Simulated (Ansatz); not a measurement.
F$_{2}$H$_{3}$NSi···H$_{2}$O

```csv
atom,x (Å),y (Å),z (Å)
Si,0.1964,1.1211,0.3455
O,0.9373,-2.0583,-0.7041
F,-0.2615,2.5215,0.9383
F,0.8236,0.3456,1.5796
H,1.1916,1.3621,-0.7039
H,0.1419,-1.5358,-0.5342
N,-1.0870,0.1760,-0.2475
H,1.3244,-2.2013,0.1625
H,-1.8594,-0.0685,0.3547
H,-1.4073,0.3375,-1.1908
```

The product side of a reaction path; geometry: PBE0-D4/def2-TZVP.

Computed with RKS PBE0-D4/def2-TZVPP (Ansatz 0.2.0).

Question: What can the converged electron density and electron localisation function tell about the bonding?

Answer: Si–F (1.59 Å): ρ is about 1.2 e/Å³ halfway; the ELF peaks at about 0.85 in the valence shell of F, 0.6 Å from its nucleus, and is about 0.45 at the midpoint.
Si–H (1.47 Å): ρ at the midpoint is about 0.88 e/Å³; the ELF climbs to about 1 towards the hydrogen, as it does in any bond to H.

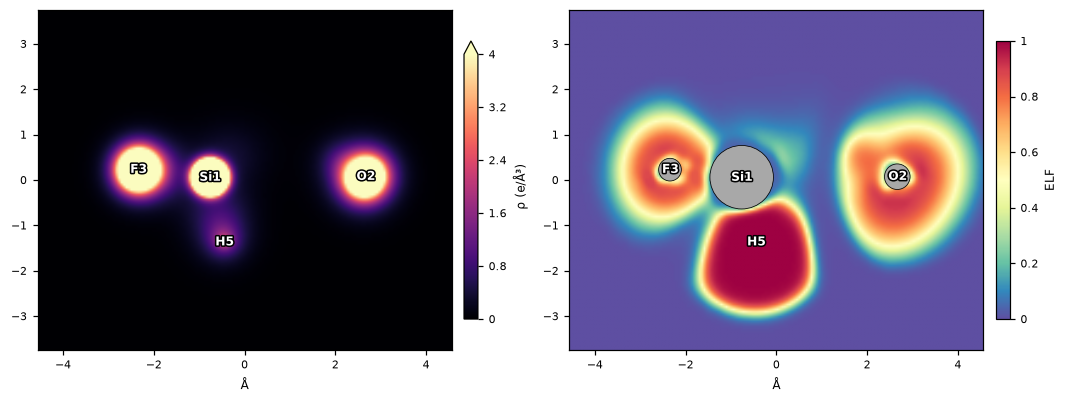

Computed electron density and electron localisation function on the plane of atoms F3, Si1 and H5, in this order. Grey discs cover the atomic cores in the ELF map. 
